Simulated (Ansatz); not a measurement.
# InHCl (SMILES [Cl][InH]), step by step, part 2 of 2

Ansatz 0.2.0. The steps go on from the part before.

## 4. The singlet cation: a structure relaxation at UPBE/def2-SVP (core potential, start density atoms) (run 12)

molecule.yaml reads:

```yaml
crystal:
  periodic: [false, false, false]
  atoms:
    - symbol: Cl
      position_ang: [-1.682313, 0.402176, -0.884764]
    - symbol: In
      position_ang: [0.419320, 0.560727, 0.293549]
    - symbol: H
      position_ang: [1.252094, -1.027603, 0.578015]
basis:
  gaussian:
    orbitals: def2-SVP
total_charge: 1
magnetization:
  spin_polarized: true
hamiltonian:
  xc: {name: PBE}
relax: {}
```

Command:

```console
$ ansatz run molecule.yaml --threads 1 --pin off --max-ram 3480MiB --events-out events.jsonl --progress --plain --runs-dir runs
```

The program printed:

```text
Warning: RAYON_NUM_THREADS=1 ignored (pool sized by the plan → 1); use --threads N
The last accepted step is kept in runs//last_step.txt (removed where the run ends without a failure and the disk answers)
Functional definition: PBE
  name "PBE"
  parameter kappa = 0.804
  parameter beta = 0.06672455060314922
  exchange = pbe_x(kappa = kappa, mu = beta*pi^2/3)
  correlation = pbe_c(beta = beta)
569 factors; their error is unknown
mean field evaluation 1: about -17688.2464 eV, gradient 3.3e1 eV
mean field evaluation 2: about -17563.8582 eV, gradient 9.8e1 eV
mean field evaluation 4: about -17692.6707 eV, gradient 1.7e1 eV
mean field evaluation 8: about -17695.5844 eV, gradient 1.1e-1 eV
mean field evaluation 16: about -17695.5673 eV, gradient 7.4e-5 eV
mean field evaluation 32: about -17695.5440 eV, gradient 4.7e-1 eV
mean field -17695.56731529 eV, -650.3001043507 hartree, gradient 2.3e-5 eV, S^2 0.000000; 4 other end points of the search recorded, 0 dependent functions left out
the calculation of the forces begins
reference -17695.56735296 eV, -650.3001057350 hartree; 19, 19 occupied and 30, 30 virtual orbitals, 569 factors
relax step   1: F+E_penalty+E_count = -17695.56731529 eV  Δ(F+E_penalty+E_count) = +0.000e0 eV  max|allowed force component| = 1.533e0 eV/Å  Δτ_max = 0.0000 Å  (143 SCF iters, accepted)
these checks for a lower state are left out or cut short: starts, cluster_reference, orbital_swaps, neighbouring_geometries, increment
569 factors; their error is unknown
mean field -17696.01528011 eV, -650.3165667539 hartree, gradient 8.2e-6 eV, S^2 0.000000; 0 other end points of the search recorded, 0 dependent functions left out
the calculation of the forces begins
reference -17696.01531818 eV, -650.3165681530 hartree; 19, 19 occupied and 30, 30 virtual orbitals, 569 factors
relax step   2: F+E_penalty+E_count = -17696.01528011 eV  Δ(F+E_penalty+E_count) = -4.480e-1 eV  max|allowed force component| = 9.922e-1 eV/Å  Δτ_max = 0.1946 Å  (35 SCF iters, accepted)
these checks for a lower state are left out or cut short: starts, cluster_reference, orbital_swaps, neighbouring_geometries, increment
569 factors; their error is unknown
mean field evaluation 64: about -17696.2281 eV, gradient 5.0e0 eV
mean field -17696.33022178 eV, -650.3281406471 hartree, gradient 2.0e-5 eV, S^2 0.000000; 0 other end points of the search recorded, 0 dependent functions left out
the calculation of the forces begins
reference -17696.33025928 eV, -650.3281420250 hartree; 19, 19 occupied and 30, 30 virtual orbitals, 569 factors
relax step   3: F+E_penalty+E_count = -17696.33022178 eV  Δ(F+E_penalty+E_count) = -3.149e-1 eV  max|allowed force component| = 7.922e-1 eV/Å  Δτ_max = 0.1991 Å  (31 SCF iters, accepted)
these checks for a lower state are left out or cut short: starts, cluster_reference, orbital_swaps, neighbouring_geometries, increment
569 factors; their error is unknown
mean field -17696.51635588 eV, -650.3349809490 hartree, gradient 1.5e-5 eV, S^2 0.000000; 0 other end points of the search recorded, 0 dependent functions left out
the calculation of the forces begins
reference -17696.51639335 eV, -650.3349823261 hartree; 19, 19 occupied and 30, 30 virtual orbitals, 569 factors
relax step   4: F+E_penalty+E_count = -17696.51635588 eV  Δ(F+E_penalty+E_count) = -1.861e-1 eV  max|allowed force component| = 3.364e-1 eV/Å  Δτ_max = 0.1974 Å  (32 SCF iters, accepted)
these checks for a lower state are left out or cut short: starts, cluster_reference, orbital_swaps, neighbouring_geometries, increment
569 factors; their error is unknown
mean field -17696.55979606 eV, -650.3365773462 hartree, gradient 1.1e-5 eV, S^2 0.000000; 0 other end points of the search recorded, 0 dependent functions left out
the calculation of the forces begins
reference -17696.55983368 eV, -650.3365787288 hartree; 19, 19 occupied and 30, 30 virtual orbitals, 569 factors
relax step   5: F+E_penalty+E_count = -17696.55979606 eV  Δ(F+E_penalty+E_count) = -4.344e-2 eV  max|allowed force component| = 4.262e-2 eV/Å  Δτ_max = 0.1663 Å  (28 SCF iters, accepted)
these checks for a lower state are left out or cut short: starts, cluster_reference, orbital_swaps, neighbouring_geometries, increment
569 factors; their error is unknown
mean field evaluation 96: about -17696.5605 eV, gradient 1.3e-5 eV
mean field -17696.56049373 eV, -650.3366029849 hartree, gradient 1.3e-5 eV, S^2 0.000000; 0 other end points of the search recorded, 0 dependent functions left out
the calculation of the forces begins
reference -17696.56053137 eV, -650.3366043682 hartree; 19, 19 occupied and 30, 30 virtual orbitals, 569 factors
relax step   6: F+E_penalty+E_count = -17696.56049373 eV  Δ(F+E_penalty+E_count) = -6.977e-4 eV  max|allowed force component| = 1.360e-2 eV/Å  Δτ_max = 0.0190 Å  (28 SCF iters, accepted)
these checks for a lower state are left out or cut short: starts, cluster_reference, orbital_swaps, neighbouring_geometries, increment
569 factors; their error is unknown
mean field -17696.56051019 eV, -650.3366035898 hartree, gradient 3.8e-5 eV, S^2 0.000000; 0 other end points of the search recorded, 0 dependent functions left out
the calculation of the forces begins
reference -17696.56054783 eV, -650.3366049733 hartree; 19, 19 occupied and 30, 30 virtual orbitals, 569 factors
relax step   7: F+E_penalty+E_count = -17696.56051019 eV  Δ(F+E_penalty+E_count) = -1.646e-5 eV  max|allowed force component| = 1.865e-3 eV/Å  Δτ_max = 0.0014 Å  (19 SCF iters, accepted)
569 factors; their error is unknown
mean field -17696.56051019 eV, -650.3366035898 hartree, gradient 3.8e-5 eV, S^2 0.000000; 1 other end points of the search recorded, 0 dependent functions left out
the calculation of the forces begins
reference -17696.56054783 eV, -650.3366049733 hartree; 19, 19 occupied and 30, 30 virtual orbitals, 569 factors
Total energy: -17696.56054783 eV, -650.3366049733 hartree
Atom 0 at    -1.717876     0.754159    -0.865515 Å, force     0.000762    -0.000369     0.000380 eV/Å
Atom 1 at     0.157308    -0.094414     0.076443 Å, force    -0.001865     0.000897    -0.000931 eV/Å
Atom 2 at     1.549669    -0.724445     0.775871 Å, force     0.001103    -0.000528     0.000551 eV/Å
Dipole moment:     0.546436    -0.247281     0.274490 e Å
```

It took 14 s on 1 thread of Arm Neoverse V2, shared host; peak memory 0.12 GiB.

The path in brief:

| step | energy from the first frame kept (eV) | largest force (eV/Å) |
| --- | --- | --- |
| 1 | 0.0000 | 2.0889 |
| 2 | -0.4480 | 1.1088 |
| 3 | -0.7629 | 0.9001 |
| 4 | -0.9490 | 0.4052 |
| 5 | -0.9925 | 0.0500 |
| 6 | -0.9932 | 0.0160 |
| 7 | -0.9932 | 0.0023 |

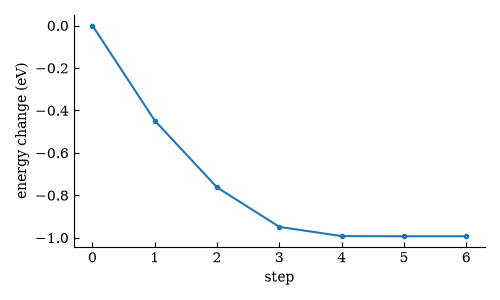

Energy along the run.

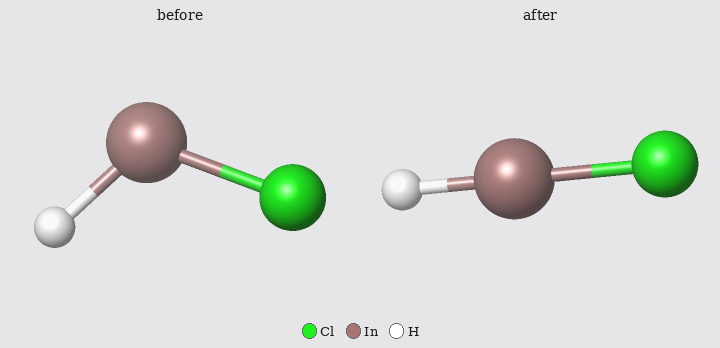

Before and after, at one scale.

After the run. Bond lengths: Cl1–In2 2.264 Å, In2–H3 1.681 Å. Angles: Cl1–In2–H3 180.0°.

Runs 13 to 15 aren't shown in full; the table further down has their settings and results.

## 5. Vibrational wavenumbers at U-r2SCAN/def2-TZVP (core potential, start density atoms) (run 16)

in.yaml reads:

```yaml
crystal:
  periodic: [false, false, false]
  atoms:
    - symbol: Cl
      position_ang: [-1.648643, 0.392230, -0.867266]
    - symbol: In
      position_ang: [0.413484, 0.549122, 0.289043]
    - symbol: H
      position_ang: [1.224259, -1.006052, 0.565023]
basis:
  gaussian:
    orbitals: def2-TZVP
magnetization:
  spin_polarized: true
  initial_magnetization: 1
hamiltonian:
  xc: r2scan
phonons:
  temperatures: {t_min: 298.15, t_max: 298.15, t_step: 1}
```

Command:

```console
$ ansatz run in.yaml --threads 1 --pin off --max-ram 3480MiB --events-out events.jsonl --progress --plain --runs-dir runs
```

The program printed:

```text
Warning: RAYON_NUM_THREADS=1 ignored (pool sized by the plan → 1); use --threads N
Functional definition: r2SCAN
  name "r2SCAN"
  parameter k0 = 0.174
  parameter k1 = 0.065
  parameter a1 = 4.9479
  exchange = r2scan_x(k0 = k0, k1 = k1, a1 = a1)
  correlation = r2scan_c
688 factors; their error is unknown
mean field evaluation 1: about -17713.4607 eV, gradient 1.5e1 eV
mean field evaluation 2: about -17710.4837 eV, gradient 2.8e1 eV
mean field evaluation 4: about -17714.8093 eV, gradient 1.6e0 eV
mean field evaluation 8: about -17714.8255 eV, gradient 7.3e-2 eV
mean field evaluation 16: about -17714.8205 eV, gradient 2.0e-4 eV
mean field -17714.82051383 eV, -651.0076463465 hartree, gradient 3.7e-5 eV, S^2 0.759598; 0 other end points of the search recorded, 0 dependent functions left out
the calculation of the forces begins
reference -17714.82053176 eV, -651.0076470055 hartree; 20, 19 occupied and 73, 74 virtual orbitals, 688 factors
these checks for a lower state are left out or cut short: stability, starts, cluster_reference, orbital_swaps, neighbouring_geometries, increment
688 factors; their error is unknown
mean field -17714.82047933 eV, -651.0076450789 hartree, gradient 2.0e-6 eV, S^2 0.759585; 0 other end points of the search recorded, 0 dependent functions left out
the calculation of the forces begins
reference -17714.82049726 eV, -651.0076457377 hartree; 20, 19 occupied and 73, 74 virtual orbitals, 688 factors
these checks for a lower state are left out or cut short: stability, starts, cluster_reference, orbital_swaps, neighbouring_geometries, increment
688 factors; their error is unknown
mean field evaluation 32: about -17714.8205 eV, gradient 2.9e-6 eV
mean field -17714.82047935 eV, -651.0076450797 hartree, gradient 3.2e-6 eV, S^2 0.759610; 0 other end points of the search recorded, 0 dependent functions left out
the calculation of the forces begins
reference -17714.82049729 eV, -651.0076457388 hartree; 20, 19 occupied and 73, 74 virtual orbitals, 688 factors
these checks for a lower state are left out or cut short: stability, starts, cluster_reference, orbital_swaps, neighbouring_geometries, increment
688 factors; their error is unknown
mean field -17714.82051326 eV, -651.0076463259 hartree, gradient 1.7e-6 eV, S^2 0.759599; 0 other end points of the search recorded, 0 dependent functions left out
the calculation of the forces begins
reference -17714.82053119 eV, -651.0076469847 hartree; 20, 19 occupied and 73, 74 virtual orbitals, 688 factors
these checks for a lower state are left out or cut short: stability, starts, cluster_reference, orbital_swaps, neighbouring_geometries, increment
688 factors; their error is unknown
mean field -17714.82051324 eV, -651.0076463249 hartree, gradient 1.7e-6 eV, S^2 0.759596; 0 other end points of the search recorded, 0 dependent functions left out
the calculation of the forces begins
reference -17714.82053117 eV, -651.0076469839 hartree; 20, 19 occupied and 73, 74 virtual orbitals, 688 factors
these checks for a lower state are left out or cut short: stability, starts, cluster_reference, orbital_swaps, neighbouring_geometries, increment
688 factors; their error is unknown
mean field -17714.82047232 eV, -651.0076448211 hartree, gradient 3.1e-6 eV, S^2 0.759579; 0 other end points of the search recorded, 0 dependent functions left out
the calculation of the forces begins
reference -17714.82049025 eV, -651.0076454802 hartree; 20, 19 occupied and 73, 74 virtual orbitals, 688 factors
these checks for a lower state are left out or cut short: stability, starts, cluster_reference, orbital_swaps, neighbouring_geometries, increment
688 factors; their error is unknown
mean field evaluation 64: about -17714.8205 eV, gradient 3.2e-6 eV
mean field -17714.82047248 eV, -651.0076448271 hartree, gradient 3.2e-6 eV, S^2 0.759616; 0 other end points of the search recorded, 0 dependent functions left out
the calculation of the forces begins
reference -17714.82049041 eV, -651.0076454859 hartree; 20, 19 occupied and 73, 74 virtual orbitals, 688 factors
these checks for a lower state are left out or cut short: stability, starts, cluster_reference, orbital_swaps, neighbouring_geometries, increment
688 factors; their error is unknown
mean field -17714.82050207 eV, -651.0076459145 hartree, gradient 2.2e-6 eV, S^2 0.759552; 0 other end points of the search recorded, 0 dependent functions left out
the calculation of the forces begins
reference -17714.82052001 eV, -651.0076465737 hartree; 20, 19 occupied and 73, 74 virtual orbitals, 688 factors
these checks for a lower state are left out or cut short: stability, starts, cluster_reference, orbital_swaps, neighbouring_geometries, increment
688 factors; their error is unknown
mean field -17714.82050247 eV, -651.0076459293 hartree, gradient 2.0e-6 eV, S^2 0.759644; 0 other end points of the search recorded, 0 dependent functions left out
the calculation of the forces begins
reference -17714.82052040 eV, -651.0076465880 hartree; 20, 19 occupied and 73, 74 virtual orbitals, 688 factors
these checks for a lower state are left out or cut short: stability, starts, cluster_reference, orbital_swaps, neighbouring_geometries, increment
688 factors; their error is unknown
mean field -17714.82050654 eV, -651.0076460787 hartree, gradient 1.3e-6 eV, S^2 0.759629; 0 other end points of the search recorded, 0 dependent functions left out
the calculation of the forces begins
reference -17714.82052447 eV, -651.0076467376 hartree; 20, 19 occupied and 73, 74 virtual orbitals, 688 factors
these checks for a lower state are left out or cut short: stability, starts, cluster_reference, orbital_swaps, neighbouring_geometries, increment
688 factors; their error is unknown
mean field -17714.82050635 eV, -651.0076460717 hartree, gradient 1.4e-6 eV, S^2 0.759566; 0 other end points of the search recorded, 0 dependent functions left out
the calculation of the forces begins
reference -17714.82052428 eV, -651.0076467307 hartree; 20, 19 occupied and 73, 74 virtual orbitals, 688 factors
these checks for a lower state are left out or cut short: stability, starts, cluster_reference, orbital_swaps, neighbouring_geometries, increment
688 factors; their error is unknown
mean field evaluation 96: about -17714.8205 eV, gradient 1.2e-4 eV
mean field -17714.82050364 eV, -651.0076459722 hartree, gradient 1.0e-6 eV, S^2 0.759642; 0 other end points of the search recorded, 0 dependent functions left out
the calculation of the forces begins
reference -17714.82052157 eV, -651.0076466309 hartree; 20, 19 occupied and 73, 74 virtual orbitals, 688 factors
these checks for a lower state are left out or cut short: stability, starts, cluster_reference, orbital_swaps, neighbouring_geometries, increment
688 factors; their error is unknown
mean field -17714.82050326 eV, -651.0076459583 hartree, gradient 1.2e-6 eV, S^2 0.759554; 0 other end points of the search recorded, 0 dependent functions left out
the calculation of the forces begins
reference -17714.82052120 eV, -651.0076466175 hartree; 20, 19 occupied and 73, 74 virtual orbitals, 688 factors
Total energy: -17714.82053176 eV, -651.0076470055 hartree
Atom 0 at    -1.648643     0.392230    -0.867266 Å, force     0.000040    -0.000008     0.000021 eV/Å
Atom 1 at     0.413484     0.549122     0.289043 Å, force    -0.000077     0.000108    -0.000031 eV/Å
Atom 2 at     1.224259    -1.006052     0.565023 Å, force     0.000037    -0.000100     0.000010 eV/Å
Dipole moment:     0.498334     0.109137     0.287304 e Å
Vibrations: 332.69 407.66 1512.66 cm⁻¹, zero-point energy 0.139669 eV
```

Run time: 44 s. Hardware: 1 thread of Arm Neoverse V2, shared host; peak memory 0.16 GiB.

## 6. Overview of the runs

| run | level | task | walk f tol | partner | energy (Eh) | dipole moment (D) | ⟨S²⟩ | wall time |
| --- | --- | --- | --- | --- | --- | --- | --- | --- |
| 1 | UHF/STO-3G (start density atoms) | optimise | 0.002 | base | -6138.084800 | 4.00 | 0.753 | 5.1 s |
| 2 | UHF/STO-3G (start density atoms) | frequencies | – | base | -6138.084801 | 4.00 | 0.753 | 7.5 s |
| 3 | UHF/STO-3G (start density atoms) | energy | – | cation | -6137.887347 | – | – | 0.42 s |
| 4 | UHF/STO-3G (start density atoms) | optimise | – | cation | -6137.933727 | – | – | 6 s |
| 5 | UHF/3-21G (start density atoms) | optimise | 0.002 | base | -6173.005517 | 4.76 | 0.765 | 5.4 s |
| 6 | UHF/3-21G (start density atoms) | frequencies | – | base | -6173.005518 | 4.76 | 0.765 | 11 s |
| 7 | UHF/3-21G (start density atoms) | energy | – | cation | -6172.698656 | – | – | 1.6 s |
| 8 | UHF/3-21G (start density atoms) | optimise | – | cation | -6172.738107 | – | – | 9 s |
| 9 | UPBE/def2-SVP (core potential, start density atoms) | optimise | 0.002 | base | -650.608480 | 2.53 | 0.754 | 5.7 s |
| 10 | UPBE/def2-SVP (core potential, start density atoms) | frequencies | – | base | -650.608480 | 2.53 | 0.754 | 11 s |
| 11 | UPBE/def2-SVP (core potential, start density atoms) | energy | – | cation | -650.300106 | – | – | 3.9 s |
| 12 | UPBE/def2-SVP (core potential, start density atoms) | optimise | – | cation | -650.336605 | – | – | 14 s |
| 13 | USVWN5/def2-TZVP (core potential, start density atoms) | optimise | 0.002 | base | -649.160039 | 2.52 | 0.752 | 6.3 s |
| 14 | USVWN5/def2-TZVP (core potential, start density atoms) | frequencies | – | base | -649.160039 | 2.52 | 0.752 | 13 s |
| 15 | U-r2SCAN/def2-TZVP (core potential, start density atoms) | optimise | 0.002 | base | -651.007647 | 2.81 | 0.760 | 26 s |
| 16 | U-r2SCAN/def2-TZVP (core potential, start density atoms) | frequencies | – | base | -651.007647 | 2.81 | 0.760 | 44 s |

## 7. Summary of results

The summary covers parts 1 to 2.

| quantity | value |
| --- | --- |
| run 16, U-r2SCAN/def2-TZVP: total energy | -651.00765 Eh |
| run 16, U-r2SCAN/def2-TZVP: dipole moment | 2.81 D |
| run 16, U-r2SCAN/def2-TZVP: ⟨S²⟩ | 0.760 |
| run 16, U-r2SCAN/def2-TZVP: largest force on an atom | 0.000 eV/Å |
| run 16, U-r2SCAN/def2-TZVP: lowest harmonic wavenumber | 333 cm⁻¹ |
| run 16, U-r2SCAN/def2-TZVP: highest harmonic wavenumber | 1513 cm⁻¹ |
| run 16, U-r2SCAN/def2-TZVP: zero-point energy | 13.5 kJ/mol |
| vertical ionisation energy (to the singlet cation), UHF/STO-3G | 5.373 eV |
| vertical ionisation energy (to the singlet cation), UHF/3-21G | 8.350 eV |
| vertical ionisation energy (to the singlet cation), UPBE/def2-SVP | 8.391 eV |
| adiabatic ionisation energy (to the singlet cation, no zero-point term), UHF/STO-3G | 4.111 eV |
| adiabatic ionisation energy (to the singlet cation, no zero-point term), UHF/3-21G | 7.277 eV |
| adiabatic ionisation energy (to the singlet cation, no zero-point term), UPBE/def2-SVP | 7.398 eV |

**Reading.** At UHF/STO-3G: the vertical ionisation energy comes to 5.37 eV (124 kcal/mol). Only the singlet of the ionised species was computed; a triplet could lie lower. In a minimal basis such a difference can be off by several eV, whatever the method. At UHF/3-21G: removing an electron at fixed nuclei costs 8.35 eV (806 kJ/mol). At UPBE/def2-SVP: the vertical ionisation energy comes to 8.39 eV (810 kJ/mol). At UHF/STO-3G: the adiabatic ionisation energy (to the singlet cation, no zero-point term) is 4.11 eV (95 kcal/mol). Totals of different functionals can't be ranked against each other. Some runs of one species differ in core potentials or relativity; totals across that change don't compare. In runs 1, 2, 3, 4 the basis is minimal, so the values are rough. In runs 1, 2, 3, 4, 5, 6, 7, 8 relativity is left out where basis or elements ask for it. All runs together took 2.8 min, the longest 44 s.
